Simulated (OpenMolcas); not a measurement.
Br2 (bromine): a line through the functionals

Br2: 2 atoms, total charge 0, spin state singlet. As SMILES, `BrBr`. Geometry: relaxed at PBE0-D4/def2-TZVP.

The HOMO–LUMO gap y, in eV, basis aug-cc-pVTZ; a is the functional's share of exact exchange. Programs: OpenMolcas 26.06.

| functional | program | a | y (eV) |
| --- | --- | --- | --- |
| PBE | OpenMolcas | 0 | 2.37 |
| BLYP | OpenMolcas | 0 | 2.32 |
| B3LYP | OpenMolcas | 0.2 | 4.06 |
| PBE0 | OpenMolcas | 0.25 | ? |
| BHLYP | OpenMolcas | 0.5 | 6.68 |

Q: Fit y = c + s·a to the known rows and predict PBE0.

A: 
1. Means of the 4 rows: a = 0.1750, y = 3.857.
2. Σ(Δa)² = 0.1675, Σ(Δa·Δy) = 1.4517, so the slope is 1.4517/0.1675 = 8.6669.
3. Intercept: 3.857 − (8.6669) × 0.1750 = 2.340. The largest residual of the fit is 0.030.
4. PBE0: 2.340 + (8.6669) × 0.25 = 4.51 eV.

The run gave 4.57 eV, so the prediction is off by -0.06 eV, more than the scatter of the fit. Exact exchange lowers occupied levels and raises empty ones. The rows mix families of semi-local functionals, which the line can't see.

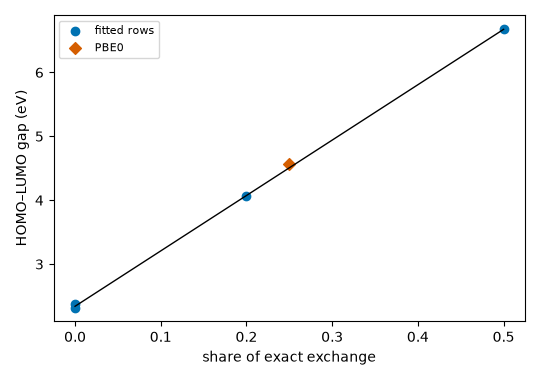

The fitted line, with the withheld row.
